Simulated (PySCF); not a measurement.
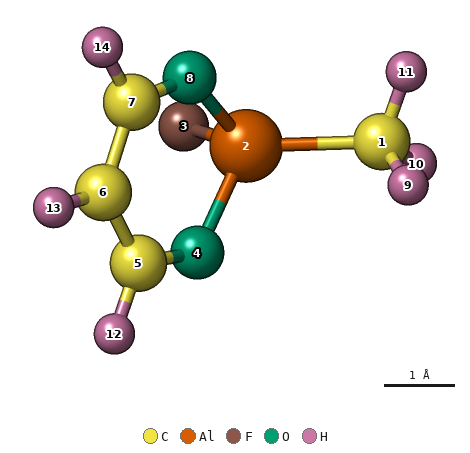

*The structure as given in the input (ball-and-stick view, seen at a tilt; atoms are numbered from 1 in the order of the input). Sticks mark near contacts.*

Bond lengths as drawn: Al–C 1.97 Å, Al–F 1.66 Å, Al–O 1.84 Å, C–C 1.39 Å, C–H 1.08 to 1.10 Å and C–O 1.26 Å.

NMR shielding calculation of C4H6AlFO2

C4H6AlFO2, SMILES [CH3][Al@@-]1([F])[O]C=CC=[O+]1, computed with GIAO PBE0/pcSseg-1 NMR shielding, non-relativistic, gas phase (PySCF 2.14.0).

The geometry comes from this level: GFN2-xTB. Figures and captions count atoms from 1; the log counts them from 0 in places.

What the program printed
```
coarse grid: 12952 points
cycle   1  E = -648.0378253502  dE =  1.142e+00  |g| = 1.082e+00  |ddm| = 3.433e+00
cycle   2  E = -647.6275169091  dE =  4.103e-01  |g| = 1.861e+00  |ddm| = 1.997e+00
cycle   3  E = -648.2398988847  dE = -6.124e-01  |g| = 2.324e-01  |ddm| = 1.481e+00
cycle   4  E = -648.2515793688  dE = -1.168e-02  |g| = 7.144e-02  |ddm| = 2.324e-01
cycle   5  E = -648.2524486653  dE = -8.693e-04  |g| = 2.237e-02  |ddm| = 5.385e-02
cycle   6  E = -648.2525324303  dE = -8.376e-05  |g| = 4.881e-03  |ddm| = 1.578e-02
cycle   7  E = -648.2525368509  dE = -4.421e-06  |g| = 1.208e-03  |ddm| = 4.040e-03
final grid: 122976 points
cycle   8  E = -648.3235789670  dE = -1.798e-05  |g| = 1.209e-02  |ddm| = 2.083e-02
cycle   9  E = -648.3235226546  dE =  5.631e-05  |g| = 2.096e-02  |ddm| = 2.084e-02
cycle  10  E = -648.3236064265  dE = -8.377e-05  |g| = 1.878e-03  |ddm| = 1.487e-02
cycle  11  E = -648.3236072186  dE = -7.921e-07  |g| = 2.596e-04  |ddm| = 1.639e-03
cycle  12  E = -648.3236072318  dE = -1.315e-08  |g| = 1.014e-04  |ddm| = 2.811e-04
cycle  13  E = -648.3236072333  dE = -1.505e-09  |g| = 3.147e-05  |ddm| = 6.893e-05
cycle  14  E = -648.3236072334  dE = -1.635e-10  |g| = 7.399e-06  |ddm| = 2.608e-05
```

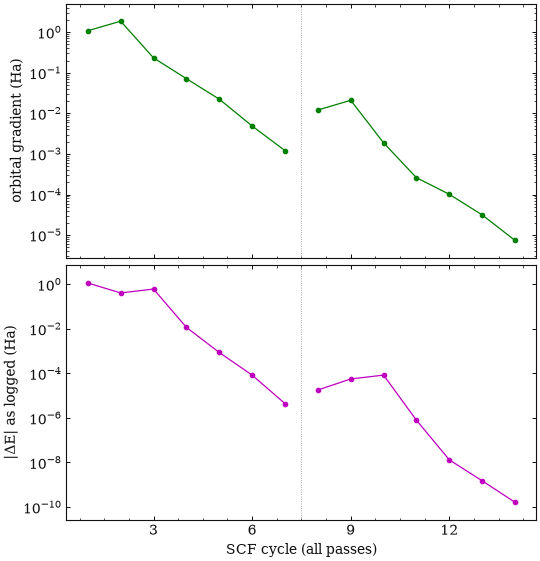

*Convergence of the self-consistent field: orbital gradient and size of the energy change against the SCF cycle. The dotted line marks the change from a coarse to the final integration grid.*

The first 7 cycles use a coarse grid, the final grid takes over at cycle 8, and the field converges after 14 cycles in all.

```
converged SCF energy = -648.3236072334

GIAO shielding tensors (ppm)
atom      isotropic    diamagn.    paramagn.     s11        s22        s33       span
  0 C      202.781     252.100     -49.318    197.785    203.870    206.690      8.905
  1 Al     478.308     795.879    -317.571    409.618    432.812    592.493    182.874
  2 F      341.530     470.229    -128.699    284.570    335.224    404.797    120.226
  3 O       15.290     401.136    -385.845   -196.345   -118.622    360.839    557.184
  4 C       -3.668     245.778    -249.446   -105.775    -14.779    109.550    215.325
  5 C       76.525     263.731    -187.205    -39.671    117.665    151.581    191.252
  6 C       -3.683     245.827    -249.511   -105.808    -14.750    109.508    215.316
  7 O       16.125     401.264    -385.139   -193.671   -118.394    360.439    554.111
  8 H       32.275      31.728       0.546     27.584     29.562     39.678     12.093
  9 H       32.184      28.878       3.306     27.537     28.712     40.303     12.767
 10 H       32.182      30.146       2.036     27.469     29.079     39.998     12.529
 11 H       23.177      27.899      -4.722     19.935     24.538     25.057      5.122
 12 H       25.832      31.135      -5.303     24.487     25.751     27.259      2.772
 13 H       23.188      27.959      -4.770     19.930     24.542     25.093      5.163
```

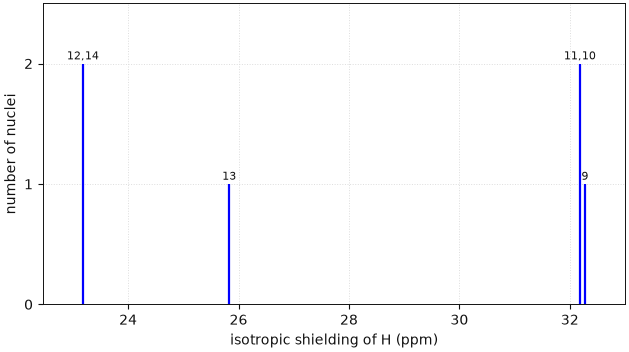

*Isotropic shieldings of the hydrogen nuclei in this fixed geometry, labelled by atom number; shielding grows to the right, so chemical shift grows to the left.*

The least shielded is H12 (23.2 ppm), the most shielded H9 (32.3 ppm).

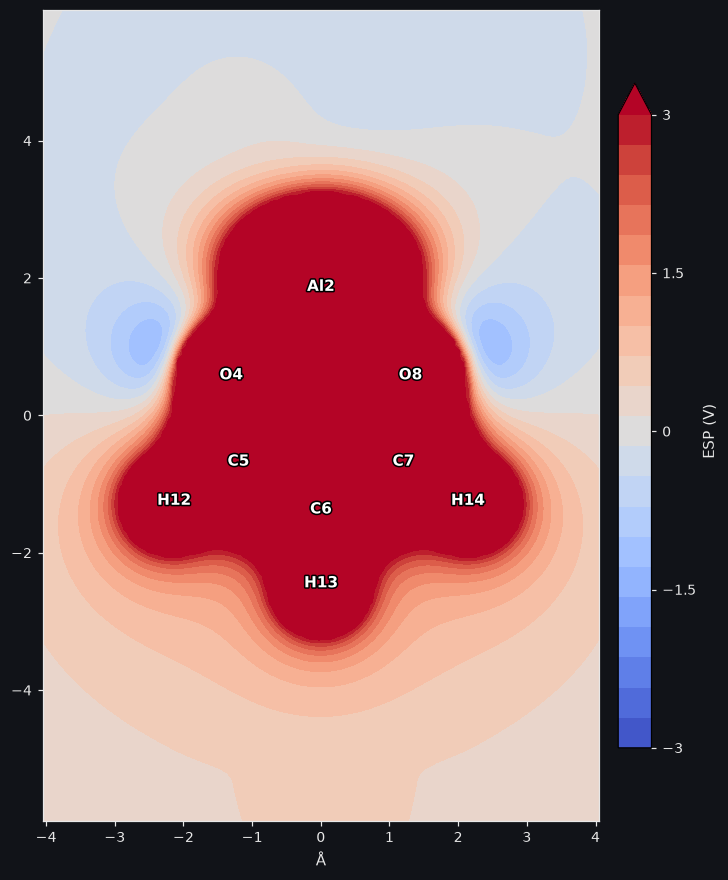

*Electrostatic potential on the plane of atoms C5, C6 and H13.*

The section cuts through Al, O, C and H sites.

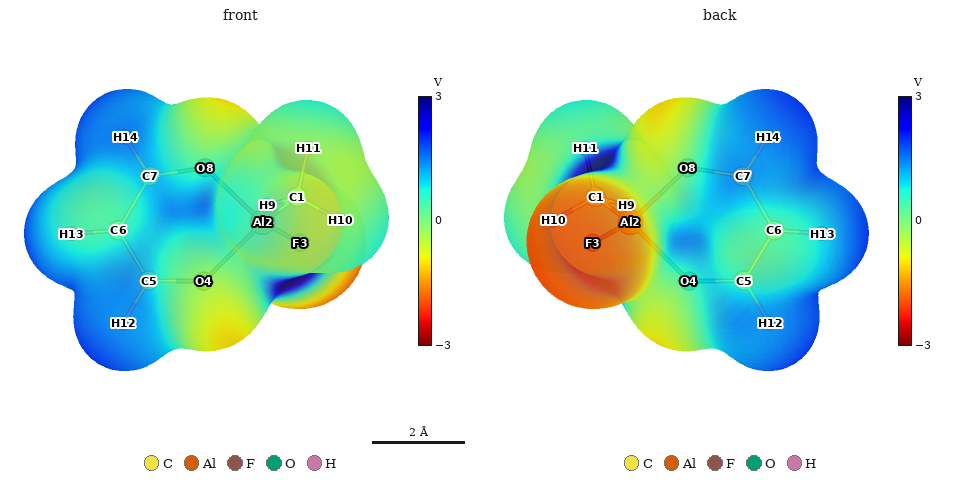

*The molecular electrostatic potential painted on the density surface at 0.004 e/bohr³, seen at a tilt and from behind; the colour scale runs from red (negative) to blue (positive).*

The run was set up as follows.

The input
```
{"job": {"kind": "nmr", "xc": "PBE0", "basis": "pcSseg-1"}, "charge": 0, "multiplicity": 1}
C      2.513016     0.105788     0.416367
Al     0.933876    -0.085806    -0.751405
F      0.910205    -0.299633    -2.398077
O     -0.247988    -1.341294    -0.115005
C     -1.462887    -1.216913     0.202169
C     -2.150363    -0.011408     0.249086
C     -1.501315     1.166767    -0.093801
O     -0.290913     1.247868    -0.442127
H      2.329732    -0.207054     1.445447
H      3.360240    -0.477155     0.054445
H      2.856848     1.140525     0.465330
H     -1.999497    -2.138265     0.464201
H     -3.185421     0.008549     0.539704
H     -2.066211     2.107558    -0.058500
```

The first line tells a small driver script what to run in PySCF; the rest is the geometry in Å.

Launched with:
```bash
OMP_NUM_THREADS=1 python <driver script> task.json out
```

Results in brief

- outcome: converged
- total energy: −648.323607 hartree
- HOMO: −7.85 eV
- LUMO: −2.41 eV
- dipole moment: 4.45 D
- isotropic shielding, C: −3.7 to 202.8 ppm
- isotropic shielding, Al: 478.3 ppm
- isotropic shielding, F: 341.5 ppm
- isotropic shielding, O: 15.3 to 16.1 ppm
- isotropic shielding, H: 23.2 to 32.3 ppm
- hardware: 1 CPU thread, shared host
- wall time: 56 s
- peak memory: 0.78 GiB
